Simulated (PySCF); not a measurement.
## Two runs on CH5Cl2Ga2N

System: CH5Cl2Ga2N, SMILES C=[N][GaH-]1[Cl+][GaH2-][Cl+]1.
Method of run 1: TDDFT PBE0/6-31G*, vertical, gas phase, core orbitals frozen in the response (PySCF 2.14.0).

The geometry comes from this level: PBE0-D3(BJ)/def2-SVP. Text and figures count atoms from 1; the logs count them from 0 in places.

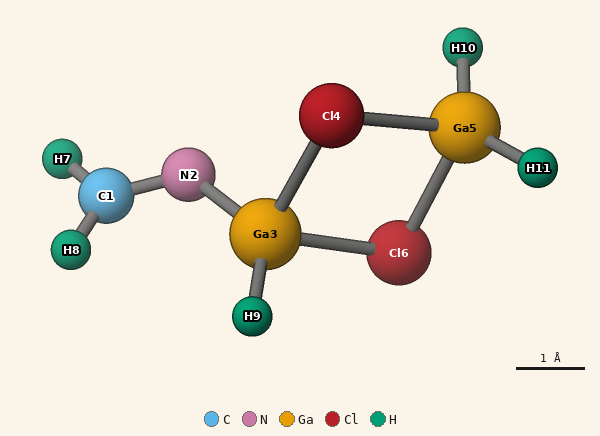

**Figure 1.** The input geometry (ball-and-stick view, seen at a tilt; atoms are numbered from 1 in the order of the input). Sticks mark near contacts.

### Input, run 1
```
{"job": {"kind": "uv", "xc": "PBE0", "basis": "6-31G*"}, "charge": 0, "multiplicity": 1}
C      2.773162    -0.355855     0.063870
N      1.536044    -0.557428    -0.091798
Ga     0.297663     0.837014    -0.057264
Cl    -1.297441     0.102685     1.501630
Ga    -2.747981    -0.542056    -0.276105
Cl    -1.163775     0.322276    -1.829520
H      3.482323    -1.208160     0.039851
H      3.258275     0.631717     0.234786
H      0.448083     2.381951     0.061084
H     -2.665647    -2.088140    -0.382431
H     -3.918310     0.480413    -0.250828
```

The first line tells a small driver script what to run in PySCF; the rest is the geometry in Å.

Hardware: 1 CPU thread, shared host.

### Output (run 1)
```
coarse grid: 50128 points
cycle   1  E = -4864.4479133154  dE = -5.960e-01  |g| = 7.838e-01  |ddm| = 3.398e+00
cycle   2  E = -4864.3204959163  dE =  1.274e-01  |g| = 1.169e+00  |ddm| = 1.762e+00
cycle   3  E = -4864.5406092626  dE = -2.201e-01  |g| = 1.775e-01  |ddm| = 1.136e+00
cycle   4  E = -4864.5473574516  dE = -6.748e-03  |g| = 3.610e-02  |ddm| = 1.715e-01
cycle   5  E = -4864.5476145088  dE = -2.571e-04  |g| = 7.264e-03  |ddm| = 3.613e-02
cycle   6  E = -4864.5476286476  dE = -1.414e-05  |g| = 2.200e-03  |ddm| = 1.093e-02
cycle   7  E = -4864.5476295781  dE = -9.305e-07  |g| = 5.016e-04  |ddm| = 2.242e-03
final grid: 99136 points
cycle   8  E = -4864.5475222876  dE = -6.276e-11  |g| = 6.851e-04  |ddm| = 1.289e-03
cycle   9  E = -4864.5475221751  dE =  1.125e-07  |g| = 1.046e-03  |ddm| = 1.379e-03
cycle  10  E = -4864.5475223548  dE = -1.797e-07  |g| = 1.661e-04  |ddm| = 9.161e-04
cycle  11  E = -4864.5475223608  dE = -6.026e-09  |g| = 1.735e-05  |ddm| = 1.380e-04
cycle  12  E = -4864.5475223609  dE = -5.275e-11  |g| = 2.802e-06  |ddm| = 1.531e-05
converged SCF energy = -4864.5475223609

Static polarisability (au): isotropic 89.788, principal 73.262 78.713 117.390

Singlet excitations
state   eV       nm        f      main configurations
  1   3.9510    313.8   0.00031   H->L 0.74, H->L+2 0.24
  2   5.2494    236.2   0.00030   H->L+2 0.62, H->L 0.25
  3   5.4876    225.9   0.00535   H->L+1 0.81, H->L+3 0.12
  4   5.9328    209.0   0.03133   H->L+3 0.83, H->L+1 0.10
  5   6.1605    201.3   0.08958   H->L+4 0.88
  6   6.4457    192.4   0.00012   H-1->L 0.93
  7   6.5673    188.8   0.00042   H->L+5 0.90, H->L+2 0.08
  8   7.0837    175.0   0.01282   H-1->L+1 0.94
  9   7.1260    174.0   0.00120   H-3->L 0.84, H-2->L 0.10
 10   7.2531    170.9   0.06542   H-2->L 0.54, H-4->L 0.28, H-3->L 0.08

Triplet excitations (Tamm-Dancoff, eV): 3.3919 5.0362 5.0442 5.2086
```

For run 2 the input was changed thus:
```diff
-"basis": "6-31G*"
+"basis": "def2-SVP"
```

What does this change do to the results?

The total energy of run 2 is 152.7 kcal/mol higher, which measures the change of basis and not a stability. The lowest excitation goes from 3.95 to 3.85 eV. The strongest computed line goes from 6.16 to 6.31 eV. The number of SCF iterations is the same. The basis functions go from 138 to 153.

### Output (run 2)
```
coarse grid: 50128 points
cycle   1  E = -4864.2072762463  dE = -6.736e-01  |g| = 7.628e-01  |ddm| = 3.448e+00
cycle   2  E = -4864.0827639778  dE =  1.245e-01  |g| = 1.121e+00  |ddm| = 1.638e+00
cycle   3  E = -4864.2967081845  dE = -2.139e-01  |g| = 1.848e-01  |ddm| = 1.089e+00
cycle   4  E = -4864.3040831453  dE = -7.375e-03  |g| = 3.496e-02  |ddm| = 1.740e-01
cycle   5  E = -4864.3043209641  dE = -2.378e-04  |g| = 6.753e-03  |ddm| = 3.282e-02
cycle   6  E = -4864.3043315262  dE = -1.056e-05  |g| = 2.366e-03  |ddm| = 9.679e-03
cycle   7  E = -4864.3043326531  dE = -1.127e-06  |g| = 4.392e-04  |ddm| = 2.347e-03
final grid: 99136 points
cycle   8  E = -4864.3042147257  dE = -1.586e-08  |g| = 5.753e-04  |ddm| = 1.238e-03
cycle   9  E = -4864.3042146261  dE =  9.964e-08  |g| = 9.202e-04  |ddm| = 1.123e-03
cycle  10  E = -4864.3042147755  dE = -1.494e-07  |g| = 1.431e-04  |ddm| = 7.780e-04
cycle  11  E = -4864.3042147798  dE = -4.309e-09  |g| = 1.366e-05  |ddm| = 1.170e-04
cycle  12  E = -4864.3042147798  dE = -3.365e-11  |g| = 2.826e-06  |ddm| = 1.388e-05
converged SCF energy = -4864.3042147798

Static polarisability (au): isotropic 88.691, principal 68.837 79.192 118.045

Singlet excitations
state   eV       nm        f      main configurations
  1   3.8515    321.9   0.00037   H->L 0.81, H->L+1 0.18
  2   5.3158    233.2   0.00015   H->L+1 0.74, H->L 0.19
  3   5.6909    217.9   0.00484   H->L+2 0.86, H->L+3 0.09
  4   6.1118    202.9   0.06077   H->L+3 0.84
  5   6.3133    196.4   0.07026   H->L+4 0.81
  6   6.4286    192.9   0.00017   H-1->L 0.92
  7   6.7806    182.9   0.00008   H->L+6 0.89
  8   7.0986    174.7   0.00107   H-2->L 0.67, H-3->L 0.25
  9   7.2227    171.7   0.00447   H->L+5 0.61, H-1->L+2 0.28
 10   7.2376    171.3   0.01869   H-1->L+2 0.54, H->L+5 0.30

Triplet excitations (Tamm-Dancoff, eV): 3.2571 5.0299 5.1127 5.3229
```

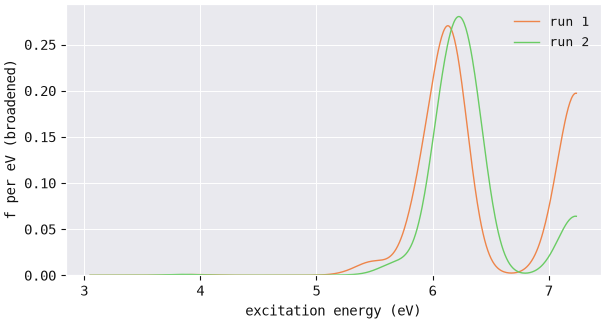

**Figure 2.** Absorption of the two runs from their computed states, each broadened by a Gaussian of 0.35 eV full width; the range ends where the shorter list of states ends.

### The two runs side by side

```csv
quantity,run 1,run 2
outcome,converged,converged
total energy (hartree),−4864.547522,−4864.304215
HOMO (eV),−6.75,−6.73
LUMO (eV),−1.07,−1.07
dipole moment (D),1.10,1.08
lowest excitation (eV),3.95,3.85
SCF iterations,12,12
strongest computed line (eV),6.16,6.31
basis functions,138,153
wall time (shared host),23 s,25 s
```

For both runs: Spin–orbit coupling is left out, which matters for the heavy atoms.
